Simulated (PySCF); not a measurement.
Vertical excitations of a molecule C₃H₂F₃, multiplicity 2 from PySCF with TDA-CAM-B3LYP/def2-SVPD, as energy in eV (oscillator strength): 3.40 (0.001), 4.60 (0.002), 4.69 (0.000), 7.14 (0.003), 7.28 (0.006), 7.87 (0.075), 8.31 (0.028), 8.35 (0.005), 8.56 (0.043), 8.59 (0.330). The structure is a stationary point at PBE0-D3(BJ)/def2-SVP. One conformer was computed; it need not be the lowest.

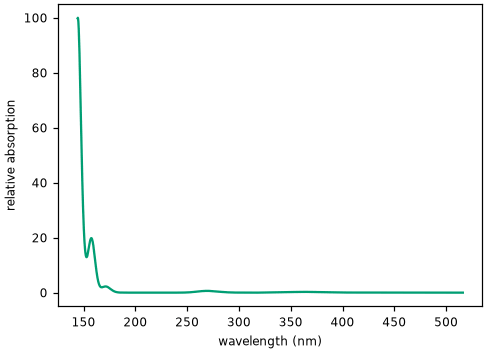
*The lines broadened by 0.4 eV.*

**Question.** Identify the compound among the candidates.
A) C=C(F)[C](F)F
B) C=[C]C(F)(F)F
C) [CH]=CC(F)(F)F
D) F/C=C/[C](F)F

**Answer.** C, [CH]=CC(F)(F)F
